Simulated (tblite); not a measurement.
## Run report: C$_{2}$H$_{9}$Ge$_{2}$O, geometry relaxation (part 1 of 2)

- system: C$_{2}$H$_{9}$Ge$_{2}$O, multiplicity 2, SMILES C[CH][GeH2][O][GeH3]
- method: GFN2-xTB geometry optimisation, gas phase (tblite 0.8.0)

It belongs to a series of runs on one base structure; here: H added to sp2 C.

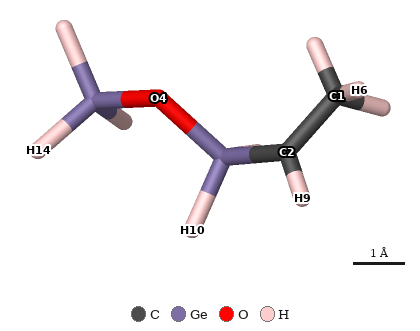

**Figure 1.** The starting structure (stick view, seen at a tilt; atoms are numbered from 1 in the order of the input). Sticks mark near contacts.

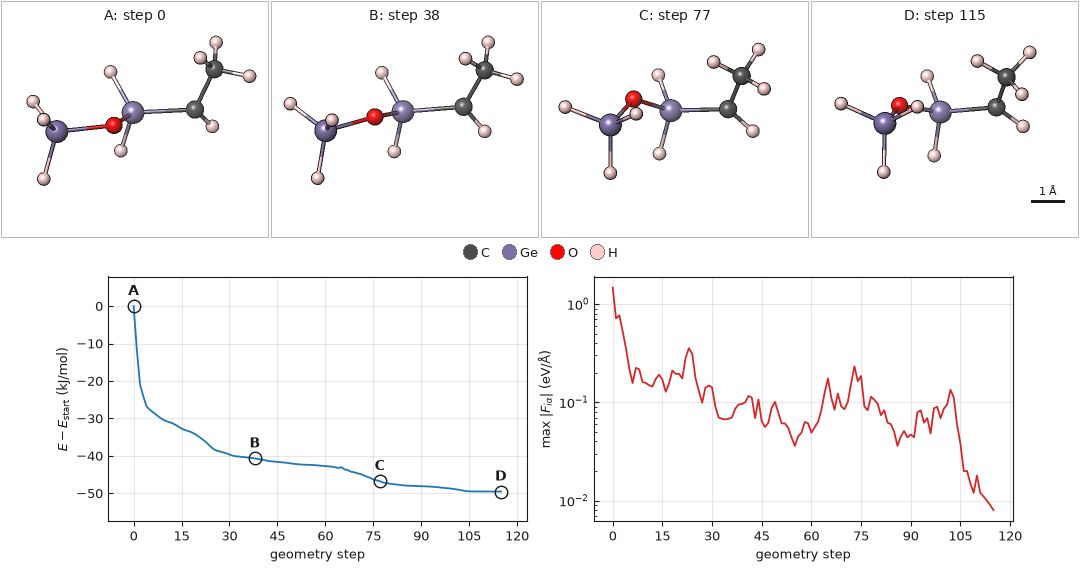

**Figure 2.** Frames of the relaxation (ball-and-stick view, seen at a tilt) above the curves, on which the letters mark them (steps are counted from 0).

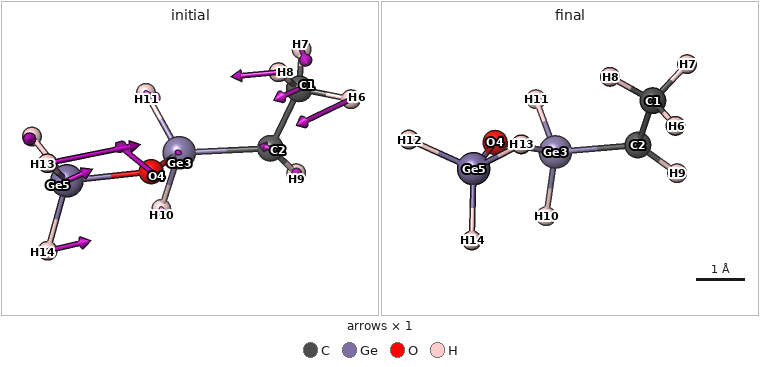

**Figure 3.** Before (left) and after (right) the relaxation, at one scale (ball-and-stick view, seen at a tilt). The pink arrows give the displacements, at true length. The atom that moves furthest after the best rigid fit is H13 (2.02 Å). By element the largest moves are H 2.02 Å, O 1.63 Å, Ge 0.93 Å, C 0.76 Å. Distances before and after: Ge5–H13 1.556 → 1.505 Å, Ge3–H10 1.560 → 1.510 Å, Ge5–H12 1.544 → 1.496 Å, O4–Ge5 1.777 → 1.730 Å. Among the angles that change: Ge3–O4–Ge5 113.9° → 141.3°, O4–Ge3–H11 112.9° → 99.1°, O4–Ge5–H12 111.8° → 103.0°. Over 115 geometry steps the energy falls by 49.5 kJ/mol. Largest force component: 1.5 eV/Å at the start, 0.008 eV/Å at the end. (Atoms are counted from 1 in the order of the input.)

The input and output of the run follow.

Input
```
{"job": {"kind": "relax", "xc": "GFN2-xTB", "basis": "xTB"}, "charge": 0, "multiplicity": 2}
C     -2.510400    -0.062200     0.502700
C     -1.636700     1.115400     0.269600
Ge     0.069500     0.772500    -0.521400
O      1.182500     0.170700     0.702200
Ge     2.830300    -0.112200     0.101200
H     -3.310600     0.247300     1.236600
H     -3.089600    -0.361200    -0.412800
H     -2.006200    -0.928000     0.977400
H     -2.113400     2.056100     0.061100
H      0.604800     2.148400    -1.024200
H      0.016300    -0.130800    -1.787900
H      2.833100    -0.556000    -1.377700
H      3.438500    -1.236400     0.989100
H      3.691200     1.155900     0.261900
```

The first line tells a small driver script what to run in tblite; the rest is the geometry in Å.

Run as:
```bash
OMP_NUM_THREADS=1 python <driver script> task.json out
```

What the program printed
```
step      E/eV     max force
  0    -454.94152    1.826
  1    -455.06221    0.846
  2    -455.15834    1.023
  3    -455.19035    0.635
  4    -455.21844    0.362
  5    -455.22778    0.241
  6    -455.23494    0.209
  7    -455.24143    0.271
  8    -455.24854    0.315
  9    -455.25478    0.245
 10    -455.25905    0.169
 11    -455.26203    0.167
 12    -455.26517    0.179
 13    -455.26944    0.240
 14    -455.27500    0.245
 15    -455.28045    0.212
 16    -455.28430    0.135
 17    -455.28701    0.191
 18    -455.29014    0.259
 19    -455.29466    0.274
 20    -455.30034    0.238
 21    -455.30667    0.230
 22    -455.31349    0.296
 23    -455.32097    0.374
 24    -455.32945    0.392
 25    -455.33720    0.290
 26    -455.34151    0.150
 27    -455.34388    0.115
 28    -455.34616    0.161
 29    -455.34889    0.229
 30    -455.35222    0.212
 31    -455.35535    0.120
 32    -455.35722    0.081
 33    -455.35788    0.076
 34    -455.35904    0.076
 35    -455.35986    0.080
 36    -455.36085    0.081
 37    -455.36190    0.098
 38    -455.36319    0.118
 39    -455.36461    0.131
 40    -455.36623    0.131
 41    -455.36795    0.117
 42    -455.36960    0.118
 43    -455.37092    0.092
 44    -455.37187    0.132
 45    -455.37278    0.093
 46    -455.37363    0.060
 47    -455.37434    0.071
 48    -455.37529    0.107
 49    -455.37653    0.125
 50    -455.37781    0.100
 51    -455.37882    0.075
 52    -455.37956    0.064
 53    -455.38018    0.059
 54    -455.38063    0.052
 55    -455.38093    0.052
 56    -455.38126    0.048
 57    -455.38189    0.074
 58    -455.38271    0.094
 59    -455.38355    0.079
 60    -455.38427    0.054
 61    -455.38491    0.058
 62    -455.38579    0.067
 63    -455.38724    0.099
 64    -455.38965    0.158
 65    -455.38712    0.223
 66    -455.39325    0.144
 67    -455.39536    0.117
 68    -455.39992    0.126
 69    -455.40119    0.098
 70    -455.40422    0.114
 71    -455.40616    0.129
 72    -455.40983    0.176
 73    -455.41387    0.232
 74    -455.41639    0.214
 75    -455.42128    0.187
 76    -455.42369    0.096
 77    -455.42589    0.087
 78    -455.42950    0.123
 79    -455.43129    0.109
 80    -455.43299    0.099
 81    -455.43402    0.085
 82    -455.43492    0.085
 83    -455.43606    0.069
 84    -455.43714    0.082
 85    -455.43805    0.064
 86    -455.43856    0.050
 87    -455.43884    0.050
 88    -455.43916    0.053
 89    -455.43953    0.062
 90    -455.43989    0.057
 91    -455.44025    0.051
 92    -455.44067    0.084
 93    -455.44119    0.089
 94    -455.44183    0.082
 95    -455.44261    0.085
 96    -455.44351    0.070
 97    -455.44447    0.089
 98    -455.44539    0.092
 99    -455.44630    0.085
100    -455.44737    0.094
101    -455.44868    0.105
102    -455.45024    0.139
103    -455.45186    0.115
104    -455.45353    0.059
105    -455.45415    0.039
106    -455.45435    0.028
107    -455.45445    0.021
108    -455.45450    0.016
109    -455.45454    0.014
110    -455.45459    0.018
111    -455.45466    0.017
112    -455.45471    0.013
113    -455.45474    0.012
114    -455.45476    0.010
115    -455.45477    0.009
```

Trajectory as extended XYZ (Å, eV, eV/Å), 34 of the 116 frames kept, from step=0 to step=115
```
14
Properties=species:S:1:pos:R:3:forces:R:3 step=0 energy=-454.94152
C    -2.5104   -0.0622    0.5027   -1.4690   0.3260   1.0350
C    -1.6367    1.1154    0.2696    0.0040  -0.9900  -0.2930
Ge    0.0695    0.7725   -0.5214   -0.0880   1.1060  -0.6420
O     1.1825    0.1707    0.7022    0.5830  -0.3000  -0.4980
Ge    2.8303   -0.1122    0.1012    0.6530  -0.3310   0.3090
H    -3.3106    0.2473    1.2366    0.4880  -0.2920  -0.5670
H    -3.0896   -0.3612   -0.4128    0.6730   0.0590   0.6070
H    -2.0062   -0.9280    0.9774   -0.0430   0.5000  -0.7050
H    -2.1134    2.0561    0.0611   -0.1490   0.0540   0.1020
H     0.6048    2.1484   -1.0242    0.0280  -0.4330   0.1070
H     0.0163   -0.1308   -1.7879    0.1540   0.0240   0.4590
H     2.8331   -0.5560   -1.3777   -0.0860   0.1480   0.4460
H     3.4385   -1.2364    0.9891   -0.3700   0.4400  -0.3050
H     3.6912    1.1559    0.2619   -0.3810  -0.3120  -0.0550
14
Properties=species:S:1:pos:R:3:forces:R:3 step=3 energy=-455.19035
C    -2.5550   -0.0522    0.5380    0.2400   0.0790  -0.0820
C    -1.6499    1.0761    0.2466   -0.0410   0.1950  -0.2370
Ge    0.0656    0.8265   -0.5547   -0.0530  -0.1750   0.0790
O     1.2170    0.1546    0.6593    0.0810  -0.0120  -0.5300
Ge    2.8662   -0.1299    0.1145    0.0040   0.0430  -0.1480
H    -3.3160    0.2425    1.2336   -0.4790   0.1220   0.3980
H    -3.0552   -0.3610   -0.3807   -0.0950  -0.1440  -0.1010
H    -2.0103   -0.9007    0.9368    0.1010  -0.1300  -0.0270
H    -2.1151    2.0437    0.0737    0.0070  -0.1840   0.1820
H     0.6107    2.1306   -1.0203    0.1940   0.2630  -0.0970
H     0.0281   -0.1278   -1.7561    0.1310   0.0320   0.2230
H     2.8291   -0.5462   -1.3460    0.0440   0.0380   0.2070
H     3.4166   -1.2132    0.9745   -0.0480  -0.0920   0.1310
H     3.6675    1.1368    0.2588   -0.0860  -0.0350   0.0030
14
Properties=species:S:1:pos:R:3:forces:R:3 step=7 energy=-455.24143
C    -2.5651   -0.0465    0.5495    0.0080  -0.0800  -0.0740
C    -1.6596    1.0744    0.2200   -0.1150  -0.0090   0.0550
Ge    0.0660    0.8373   -0.5618   -0.0500   0.2240  -0.1450
O     1.2289    0.1468    0.5847   -0.0100  -0.0550   0.0500
Ge    2.8809   -0.1341    0.1067    0.0800  -0.0700   0.0590
H    -3.3463    0.2455    1.2575    0.1400  -0.0580  -0.0800
H    -3.0607   -0.3776   -0.3743   -0.0820  -0.0220   0.1200
H    -2.0024   -0.9025    0.9259   -0.0690   0.0770   0.0520
H    -2.1240    2.0406    0.1010   -0.0280   0.0690   0.0880
H     0.6350    2.1550   -1.0307   -0.0010  -0.0070  -0.0070
H     0.0504   -0.1292   -1.7254    0.0540  -0.0570  -0.0600
H     2.8398   -0.5454   -1.3275    0.1280  -0.0840  -0.1460
H     3.4017   -1.2204    0.9918   -0.0790   0.0090   0.0580
H     3.6547    1.1357    0.2604    0.0240   0.0620   0.0310
14
Properties=species:S:1:pos:R:3:forces:R:3 step=10 energy=-455.25905
C    -2.5703   -0.0535    0.5462    0.0880   0.0560  -0.0450
C    -1.6764    1.0787    0.2135    0.0300   0.0240  -0.0550
Ge    0.0603    0.8645   -0.5811   -0.0990  -0.0210  -0.0720
O     1.2272    0.1376    0.5480    0.0430   0.0140   0.0950
Ge    2.8938   -0.1428    0.1050   -0.0170  -0.0040  -0.0400
H    -3.3395    0.2379    1.2583   -0.0150   0.0190   0.0640
H    -3.0855   -0.3941   -0.3599   -0.0180  -0.0410   0.0190
H    -2.0043   -0.8993    0.9351    0.0050   0.0210  -0.0150
H    -2.1369    2.0550    0.1319    0.0040  -0.0810   0.0840
H     0.6508    2.1764   -1.0405   -0.0450  -0.0120  -0.0060
H     0.0717   -0.1384   -1.7206   -0.0240   0.0730  -0.0750
H     2.8704   -0.5603   -1.3426    0.1570  -0.0360   0.0520
H     3.3833   -1.2298    1.0174   -0.0820   0.0850  -0.0170
H     3.6546    1.1477    0.2671   -0.0270  -0.0970   0.0130
14
Properties=species:S:1:pos:R:3:forces:R:3 step=14 energy=-455.27500
C    -2.5667   -0.0497    0.5417   -0.1360  -0.0900   0.1090
C    -1.6834    1.0814    0.1924   -0.0610  -0.0650  -0.0070
Ge    0.0443    0.8770   -0.6118    0.1910  -0.0700   0.1130
O     1.2286    0.1403    0.5341   -0.1320   0.0980  -0.1810
Ge    2.8939   -0.1496    0.0956   -0.0950   0.0210   0.0540
H    -3.3277    0.2374    1.2705    0.0610   0.0520  -0.0150
H    -3.1078   -0.4175   -0.3407    0.0680   0.0400   0.0020
H    -1.9998   -0.8906    0.9365    0.0890  -0.0290  -0.0340
H    -2.1487    2.0544    0.1832    0.0460   0.0680   0.0130
H     0.6476    2.1899   -1.0511   -0.0700  -0.0180  -0.0110
H     0.0804   -0.1237   -1.7440   -0.0550   0.0400  -0.1130
H     2.9455   -0.5855   -1.3421    0.0550  -0.0300   0.0180
H     3.3441   -1.2149    1.0367   -0.0060  -0.0380   0.0480
H     3.6491    1.1306    0.2768    0.0450   0.0220   0.0040
14
Properties=species:S:1:pos:R:3:forces:R:3 step=17 energy=-455.28701
C    -2.5717   -0.0547    0.5476    0.0700  -0.0230  -0.0050
C    -1.6951    1.0772    0.1726   -0.0090  -0.0310   0.0460
Ge    0.0454    0.8785   -0.6263   -0.1550   0.0790  -0.0790
O     1.2167    0.1535    0.5023    0.0090  -0.0370  -0.0490
Ge    2.8838   -0.1530    0.0931    0.0630  -0.0170   0.0710
H    -3.3157    0.2449    1.2844    0.0070  -0.0010   0.0290
H    -3.1181   -0.4330   -0.3255    0.0250   0.0300   0.0020
H    -1.9848   -0.8876    0.9329    0.0190  -0.0260   0.0020
H    -2.1494    2.0568    0.2279    0.1200  -0.0100  -0.0460
H     0.6350    2.1992   -1.0616   -0.0650  -0.0070  -0.0070
H     0.0794   -0.1035   -1.7786   -0.0580   0.0460  -0.0740
H     3.0158   -0.6100   -1.3351   -0.0480  -0.0120   0.0380
H     3.3088   -1.2059    1.0586   -0.0170  -0.0600   0.0630
H     3.6492    1.1173    0.2855    0.0390   0.0700   0.0090
14
Properties=species:S:1:pos:R:3:forces:R:3 step=21 energy=-455.30667
C    -2.5654   -0.0689    0.5642    0.0360   0.1050  -0.0230
C    -1.7089    1.0624    0.1595    0.1750   0.1170   0.0430
Ge    0.0045    0.8964   -0.6795    0.1210  -0.1430  -0.1330
O     1.1999    0.1620    0.4241    0.0890  -0.0690  -0.0380
Ge    2.8894   -0.1607    0.1157    0.0290   0.0200  -0.0380
H    -3.2894    0.2508    1.3142    0.0290  -0.1660   0.0130
H    -3.1217   -0.4454   -0.3014   -0.0470  -0.0380   0.0230
H    -1.9530   -0.8953    0.9273   -0.0870   0.0060   0.0510
H    -2.1069    2.0587    0.2783   -0.0600  -0.0200  -0.0030
H     0.5879    2.2166   -1.0824   -0.0340   0.1520  -0.0450
H     0.0499   -0.0499   -1.8621   -0.0790   0.0380  -0.0340
H     3.1026   -0.6513   -1.3015   -0.0810   0.0200   0.1320
H     3.2476   -1.2152    1.1181   -0.0380   0.0530   0.0120
H     3.6628    1.1192    0.3033   -0.0510  -0.0750   0.0410
14
Properties=species:S:1:pos:R:3:forces:R:3 step=24 energy=-455.32945
C    -2.5462   -0.0703    0.5791   -0.0240  -0.0710   0.0000
C    -1.6976    1.0597    0.1487    0.0050  -0.0580   0.0690
Ge   -0.0295    0.9042   -0.7742    0.3110   0.1330   0.1990
O     1.1959    0.1603    0.3135   -0.0240  -0.0120  -0.1740
Ge    2.9014   -0.1709    0.1412   -0.1100  -0.0630   0.0540
H    -3.2489    0.2295    1.3584    0.0670  -0.0620  -0.0390
H    -3.1330   -0.4680   -0.2609    0.0400   0.0740   0.0430
H    -1.9272   -0.9006    0.9272   -0.0350   0.0390   0.0240
H    -2.0605    2.0551    0.3485   -0.0600   0.0330  -0.0050
H     0.5157    2.2645   -1.1186   -0.0260   0.0430  -0.0490
H    -0.0049    0.0273   -1.9868   -0.0480  -0.1360  -0.1590
H     3.2094   -0.7051   -1.2318   -0.0560  -0.0300  -0.0060
H     3.1544   -1.2111    1.1973   -0.0120   0.1320  -0.0420
H     3.6703    1.1049    0.3364   -0.0280  -0.0220   0.0850
14
Properties=species:S:1:pos:R:3:forces:R:3 step=28 energy=-455.34616
C    -2.5302   -0.0784    0.5922    0.0520  -0.0010   0.0140
C    -1.6824    1.0525    0.1540    0.0330   0.0520   0.0430
Ge   -0.0266    0.9256   -0.8231   -0.1410  -0.0210  -0.0750
O     1.1961    0.1506    0.2056    0.0090  -0.0180   0.0260
Ge    2.9002   -0.1831    0.1639   -0.0060   0.0060  -0.0930
H    -3.2170    0.2072    1.3878    0.0260   0.0440   0.0010
H    -3.1342   -0.4707   -0.2339    0.0320   0.0450  -0.0430
H    -1.9100   -0.9071    0.9315    0.0500  -0.0650   0.0050
H    -2.0331    2.0506    0.3885   -0.0060  -0.1130  -0.0470
H     0.4667    2.3102   -1.1537    0.0450   0.0220  -0.0330
H    -0.0514    0.0683   -2.0811   -0.0200   0.0670   0.1130
H     3.2636   -0.7463   -1.1813   -0.0020  -0.0410  -0.0130
H     3.0897   -1.1934    1.2521   -0.0160   0.0570   0.0270
H     3.6680    1.0935    0.3751   -0.0550  -0.0360   0.0770
14
Properties=species:S:1:pos:R:3:forces:R:3 step=31 energy=-455.35535
C    -2.5100   -0.0899    0.6062    0.0200   0.0290   0.0010
C    -1.6688    1.0425    0.1637    0.0570   0.0680   0.0160
Ge   -0.0455    0.9496   -0.8632   -0.0110  -0.0840  -0.0620
O     1.1938    0.1423    0.1263   -0.0460   0.0380   0.0140
Ge    2.8932   -0.1929    0.1655    0.0110  -0.0260  -0.0830
H    -3.1880    0.2045    1.4085    0.0700  -0.0370  -0.0200
H    -3.1262   -0.4608   -0.2221    0.0520  -0.0210   0.0170
H    -1.8853   -0.9223    0.9332   -0.0330  -0.0300  -0.0250
H    -2.0198    2.0329    0.4129   -0.0410   0.0170  -0.0160
H     0.4422    2.3430   -1.1864    0.0220  -0.0390   0.0020
H    -0.0865    0.1058   -2.1283   -0.0350   0.0710   0.0900
H     3.3081   -0.7886   -1.1554    0.0010   0.0060   0.0630
H     3.0382   -1.1639    1.2958   -0.0340  -0.0050   0.0000
H     3.6538    1.0774    0.4212   -0.0330   0.0140   0.0030
14
Properties=species:S:1:pos:R:3:forces:R:3 step=35 energy=-455.35986
C    -2.4906   -0.0918    0.6095    0.0250   0.0030   0.0000
C    -1.6499    1.0451    0.1767   -0.0300   0.0260   0.0070
Ge   -0.0501    0.9517   -0.8786   -0.0300   0.0350   0.0360
O     1.1852    0.1450    0.1031    0.0560  -0.0220   0.0040
Ge    2.8851   -0.1969    0.1614   -0.0260   0.0320   0.0680
H    -3.1627    0.1973    1.4149   -0.0090  -0.0110   0.0410
H    -3.1090   -0.4545   -0.2194    0.0170  -0.0060  -0.0190
H    -1.8793   -0.9358    0.9298    0.0460  -0.0040  -0.0300
H    -2.0213    2.0320    0.4120   -0.0130   0.0060  -0.0110
H     0.4327    2.3436   -1.1994    0.0480   0.0030  -0.0110
H    -0.1147    0.1282   -2.1423   -0.0210  -0.0320  -0.0200
H     3.3199   -0.8066   -1.1394    0.0130  -0.0070  -0.0110
H     3.0131   -1.1500    1.3090   -0.0420  -0.0330  -0.0110
H     3.6408    1.0723    0.4406   -0.0340   0.0090  -0.0440
14
Properties=species:S:1:pos:R:3:forces:R:3 step=38 energy=-455.36319
C    -2.4735   -0.0941    0.6150   -0.0140  -0.0080   0.0070
C    -1.6441    1.0537    0.1866   -0.0300   0.0090   0.0090
Ge   -0.0570    0.9660   -0.8877   -0.0220  -0.0650  -0.0160
O     1.1857    0.1427    0.0659    0.0080  -0.0210   0.0490
Ge    2.8790   -0.1988    0.1710    0.0030  -0.0370  -0.0410
H    -3.1416    0.1845    1.4293    0.0050  -0.0360  -0.0100
H    -3.0913   -0.4548   -0.2160   -0.0210   0.0410  -0.0050
H    -1.8652   -0.9476    0.9185    0.0950   0.0690  -0.0090
H    -2.0278    2.0390    0.4144   -0.0090  -0.0500  -0.0020
H     0.4399    2.3468   -1.2142    0.0490   0.0670  -0.0140
H    -0.1397    0.1397   -2.1522   -0.0310  -0.0030   0.0050
H     3.3349   -0.8230   -1.1232    0.0060   0.0300   0.0680
H     2.9779   -1.1518    1.3238   -0.0310  -0.0010  -0.0190
H     3.6221    1.0773    0.4467   -0.0080   0.0060  -0.0230
14
Properties=species:S:1:pos:R:3:forces:R:3 step=42 energy=-455.36960
C    -2.4357   -0.1013    0.6283    0.0290  -0.0080  -0.0440
C    -1.6350    1.0666    0.2009    0.0320  -0.0120  -0.0370
Ge   -0.0760    0.9866   -0.9232    0.0410   0.0750  -0.0020
O     1.1835    0.1349   -0.0140   -0.1120  -0.0240  -0.0300
Ge    2.8617   -0.2134    0.1845   -0.0080   0.0330   0.0170
H    -3.0878    0.1463    1.4655    0.0170  -0.0410  -0.0240
H    -3.0635   -0.4481   -0.2008   -0.0590   0.0100   0.0210
H    -1.8006   -0.9483    0.8906    0.0660   0.0450   0.0180
H    -2.0398    2.0387    0.4384    0.0110   0.0220  -0.0020
H     0.4503    2.3700   -1.2539   -0.0380  -0.0820   0.0310
H    -0.2117    0.1777   -2.1985   -0.0120   0.0010   0.0430
H     3.3998   -0.8627   -1.0591   -0.0070  -0.0090  -0.0090
H     2.8746   -1.1433    1.3579    0.0150  -0.0020   0.0040
H     3.5796    1.0757    0.4613    0.0270  -0.0070   0.0150
14
Properties=species:S:1:pos:R:3:forces:R:3 step=45 energy=-455.37278
C    -2.4136   -0.1053    0.6269    0.0260   0.0300  -0.0040
C    -1.6273    1.0753    0.2070   -0.0120   0.0320  -0.0470
Ge   -0.0799    0.9996   -0.9318   -0.0350  -0.0090   0.0000
O     1.1688    0.1276   -0.0375    0.0160  -0.0640  -0.0160
Ge    2.8485   -0.2165    0.1877   -0.0550   0.0600   0.0460
H    -3.0594    0.1221    1.4735    0.0090  -0.0010   0.0210
H    -3.0563   -0.4399   -0.1961    0.0080  -0.0430   0.0170
H    -1.7606   -0.9413    0.8792    0.0170  -0.0010  -0.0460
H    -2.0504    2.0412    0.4400    0.0220   0.0120  -0.0040
H     0.4607    2.3677   -1.2659   -0.0110   0.0130   0.0110
H    -0.2458    0.1892   -2.2017    0.0020   0.0050   0.0250
H     3.4187   -0.8766   -1.0348   -0.0260  -0.0080  -0.0360
H     2.8349   -1.1404    1.3654    0.0270   0.0040   0.0140
H     3.5611    1.0771    0.4660    0.0110  -0.0280   0.0190
```
